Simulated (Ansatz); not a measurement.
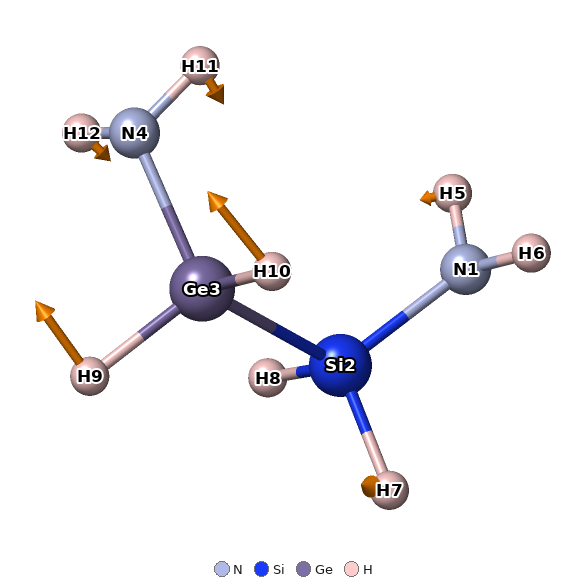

The arrows show one normal mode. Harmonic vibrations computed with RKS PBE0-D4/def2-TZVP (Ansatz 0.2.0) at a stationary point of the same level.

> Describe the motion.

Mostly angle bending.

> Estimate its harmonic wavenumber.

770 cm⁻¹; it is mode 14 of 30 counted from the lowest.
